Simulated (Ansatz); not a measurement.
# CH₇NSi₂: basis-set convergence

Aim: see how fast density functionals converge with the basis set for CH₇NSi₂.

Program: Ansatz 0.2.0, Gaussian basis. Level of theory: one geometry, several basis sets. These are calculated values, not measurements.

The runs, in order: PBE0-D4/def2-SVP; ωB97M-V/def2-SVP; PBE0-D4/def2-QZVPP; ωB97M-V/def2-QZVPP; the functionals' def2-TZVPP values are taken from earlier runs.

**1. The geometry**

The geometry comes from an earlier relaxation with PBE0-D4 in a triple-zeta def2 set; it is a stationary point, not always the lowest conformer.

SMILES `C1[SiH2]N[SiH2]1`, 11 atoms, charge 0, spin multiplicity 1.

Atoms are counted from 1 here; the program's logs count them from 0.

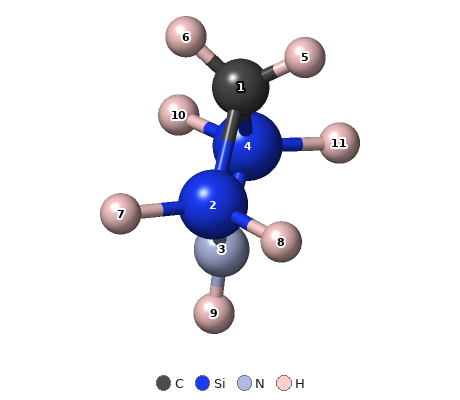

The geometry (carbon dark grey, silicon blue, nitrogen light blue, hydrogen pink); atoms are numbered from 1 in the order of the file.

**2. PBE0-D4 in def2-SVP**

in.yaml reads:

```yaml
crystal:
  periodic: [false, false, false]
  atoms:
    - {symbol: C, position_ang: [-1.086057, -0.097894, -0.506884]}
    - {symbol: Si, position_ang: [-0.346369, -0.297650, 1.215571]}
    - {symbol: N, position_ang: [1.209324, 0.097159, 0.562566]}
    - {symbol: Si, position_ang: [0.665858, 0.313564, -1.068473]}
    - {symbol: H, position_ang: [-1.806161, 0.714078, -0.608721]}
    - {symbol: H, position_ang: [-1.507417, -1.006657, -0.936815]}
    - {symbol: H, position_ang: [-0.447354, -1.665212, 1.800074]}
    - {symbol: H, position_ang: [-0.850944, 0.657133, 2.243132]}
    - {symbol: H, position_ang: [2.116815, 0.173730, 0.985214]}
    - {symbol: H, position_ang: [1.260540, -0.633945, -2.053690]}
    - {symbol: H, position_ang: [0.857266, 1.688594, -1.611372]}
basis:
  gaussian: {orbitals: def2-SVP}
hamiltonian: {xc: pbe0, dispersion: d4}
output: {orbitals: {seedname: orbitals}}
```

The run is started by

```
ansatz run in.yaml --threads 2 --pin off --events-out ev --progress --plain --max-ram 4352MiB
```

The log of the run:

```text
Functional definition: PBE0
  name "PBE0"
  cite "Adamo & Barone, J. Chem. Phys. 110, 6158 (1999) doi:10.1063/1.478522"
  cite "Perdew, Burke & Ernzerhof, Phys. Rev. Lett. 77, 3865 (1996) doi:10.1103/PhysRevLett.77.3865"
  parent pbe
  parameter a = 0.25
  parameter kappa = 0.804
  parameter beta = 0.06672455060314922
  exchange = (1 - a)*pbe_x(kappa = kappa, mu = beta*pi^2/3) + a*exact_x
  correlation = pbe_c(beta = beta)
1128 factors; their error is unknown
mean field evaluation 1: about -18372.3755 eV, gradient 6.2e1 eV
mean field evaluation 2: about -18362.9222 eV, gradient 8.5e1 eV
mean field evaluation 4: about -18380.5922 eV, gradient 5.1e0 eV
mean field evaluation 8: about -18380.6576 eV, gradient 1.4e-2 eV
mean field -18380.75098842 eV, -675.4801399038 hartree, gradient 6.6e-5 eV, S^2 0.000000; 0 other end points of the search recorded, 0 dependent functions left out
reference -18380.75101807 eV, -675.4801409936 hartree; 24, 24 occupied and 75, 75 virtual orbitals, 1128 factors
Total energy: -18380.97112146 eV, -675.4882296441 hartree
```

Run time: 1.6 s. Hardware: 2 threads of Arm Neoverse V2, shared host.

**3. ωB97M-V in def2-SVP**

in.yaml: that of step 2 with these lines changed.

```diff
@@ -16,3 +16,3 @@
   gaussian: {orbitals: def2-SVP}
-hamiltonian: {xc: pbe0, dispersion: d4}
+hamiltonian: {xc: {name: wB97M-V}}
 output: {orbitals: {seedname: orbitals}}
```

The command is unchanged.

The log of the run, shortened:

```text
Functional definition: wB97M-V
  name "wB97M-V"
  cite "Mardirossian & Head-Gordon, J. Chem. Phys. 144, 214110 (2016) doi:10.1063/1.4952647"
  cite "Becke, J. Chem. Phys. 107, 8554 (1997) doi:10.1063/1.475007"
  cite "Vydrov & Van Voorhis, J. Chem. Phys. 133, 244103 (2010) doi:10.1063/1.3521275"
  # Of w^i u^j: cxij and so on, Table III.
[...]
  gx(w, u) = 1 - cx + cx01*u + cx10*w
  gss(w, u) = css00 + css04*u^4 + css10*w + css20*w^2 + css43*w^4*u^3
  gos(w, u) = cos00 + cos10*w + (cos20 + cos21*u)*w^2 + (cos60 + cos61*u)*w^6
[...]
      + integral(e_c_pw_mod_opposite_spin*gos(b97_w_opposite, b97_u_opposite)) + vv10(b, c)
1128 factors; their error is unknown
344 factors; integrals over basis functions are off by at most 5.9e-6 eV
[...]
mean field -18387.90333304 eV, -675.7429837206 hartree, gradient 2.7e-5 eV, S^2 0.000000; 0 other end points of the search recorded, 0 dependent functions left out
reference -18387.90337864 eV, -675.7429853965 hartree; 24, 24 occupied and 75, 75 virtual orbitals, 1128 factors
Total energy: -18387.90337864 eV, -675.7429853965 hartree
```

Wall time 7 s (2 threads of Arm Neoverse V2, shared host); peak memory 0.29 GiB.

**4. PBE0-D4 in def2-QZVPP**

in.yaml: that of step 3 with these lines changed.

```diff
@@ -15,4 +15,4 @@
 basis:
-  gaussian: {orbitals: def2-SVP}
-hamiltonian: {xc: {name: wB97M-V}}
+  gaussian: {orbitals: "def2-QZVPP.json"}
+hamiltonian: {xc: pbe0, dispersion: d4}
 output: {orbitals: {seedname: orbitals}}
```

The command is unchanged.

The log of the run:

```text
Functional definition: PBE0
  name "PBE0"
  cite "Adamo & Barone, J. Chem. Phys. 110, 6158 (1999) doi:10.1063/1.478522"
  cite "Perdew, Burke & Ernzerhof, Phys. Rev. Lett. 77, 3865 (1996) doi:10.1103/PhysRevLett.77.3865"
  parent pbe
  parameter a = 0.25
  parameter kappa = 0.804
  parameter beta = 0.06672455060314922
  exchange = (1 - a)*pbe_x(kappa = kappa, mu = beta*pi^2/3) + a*exact_x
  correlation = pbe_c(beta = beta)
1546 factors; their error is unknown
mean field evaluation 1: about -18378.1521 eV, gradient 7.7e1 eV
mean field evaluation 2: about -18360.6787 eV, gradient 1.1e2 eV
mean field evaluation 4: about -18390.0272 eV, gradient 8.1e0 eV
mean field evaluation 8: about -18390.1770 eV, gradient 4.9e-2 eV
mean field -18390.18831757 eV, -675.8269553534 hartree, gradient 7.7e-5 eV, S^2 0.000000; 0 other end points of the search recorded, 0 dependent functions left out
reference -18390.18836274 eV, -675.8269570134 hartree; 24, 24 occupied and 440, 440 virtual orbitals, 1546 factors
Total energy: -18390.40846613 eV, -675.8350456639 hartree
```

It took 15 s on 2 threads of Arm Neoverse V2, shared host; peak memory 1.5 GiB.

**5. ωB97M-V in def2-QZVPP**

in.yaml: that of step 4 with these lines changed.

```diff
@@ -16,3 +16,3 @@
   gaussian: {orbitals: "def2-QZVPP.json"}
-hamiltonian: {xc: pbe0, dispersion: d4}
+hamiltonian: {xc: {name: wB97M-V}}
 output: {orbitals: {seedname: orbitals}}
```

Launched as before.

The log of the run, shortened:

```text
Functional definition: wB97M-V
  name "wB97M-V"
  cite "Mardirossian & Head-Gordon, J. Chem. Phys. 144, 214110 (2016) doi:10.1063/1.4952647"
  cite "Becke, J. Chem. Phys. 107, 8554 (1997) doi:10.1063/1.475007"
  cite "Vydrov & Van Voorhis, J. Chem. Phys. 133, 244103 (2010) doi:10.1063/1.3521275"
  # Of w^i u^j: cxij and so on, Table III.
[...]
  gx(w, u) = 1 - cx + cx01*u + cx10*w
  gss(w, u) = css00 + css04*u^4 + css10*w + css20*w^2 + css43*w^4*u^3
  gos(w, u) = cos00 + cos10*w + (cos20 + cos21*u)*w^2 + (cos60 + cos61*u)*w^6
[...]
      + integral(e_c_pw_mod_opposite_spin*gos(b97_w_opposite, b97_u_opposite)) + vv10(b, c)
1506 factors; their error is unknown
392 factors; integrals over basis functions are off by at most 6.6e-6 eV
[...]
mean field -18397.45558309 eV, -676.0940224352 hartree, gradient 2.5e-5 eV, S^2 0.000000; 0 other end points of the search recorded, 0 dependent functions left out
reference -18397.45565500 eV, -676.0940250780 hartree; 24, 24 occupied and 440, 440 virtual orbitals, 1506 factors
Total energy: -18397.45565500 eV, -676.0940250780 hartree
```

It took 38 s on 2 threads of Arm Neoverse V2, shared host; peak memory 1.8 GiB.

**6. Functionals by basis**

The def2-TZVPP values come from earlier runs at the same geometry.

| functional | basis | functions | energy (eV) | from the largest (eV) | HOMO (eV) | LUMO (eV) |
| --- | --- | --- | --- | --- | --- | --- |
| PBE0-D4 | def2-SVP | 99 | -18380.9711 | 9.437 | -7.25 | 0.24 |
| PBE0-D4 | def2-TZVPP | 244 | -18389.7024 | 0.706 | -7.37 | -0.22 |
| PBE0-D4 | def2-QZVPP | 464 | -18390.4085 | 0.000 | -7.39 | -0.35 |
| ωB97M-V | def2-SVP | 99 | -18387.9034 | 9.552 | -9.49 | 2.09 |
| ωB97M-V | def2-TZVPP | 244 | -18396.8049 | 0.651 | -9.65 | 1.36 |
| ωB97M-V | def2-QZVPP | 464 | -18397.4557 | 0.000 | -9.67 | 1.03 |

**7. Results**

| quantity | value |
| --- | --- |
| PBE0-D4: double and triple zeta above quadruple | 9.44, 0.71 eV |
| ωB97M-V: double and triple zeta above quadruple | 9.55, 0.65 eV |

PBE0-D4 gains 8.73 eV from double to triple zeta, then 0.71 eV more. Total energies overstate the basis error of differences, where much of it tends to cancel. The LUMO of ωB97M-V is positive and keeps falling with the basis (2.09 to 1.03 eV): an unbound level that the basis holds in place.

For PBE0-D4 the largest set took about 9 times as long as the smallest (15 s against 1.6 s).
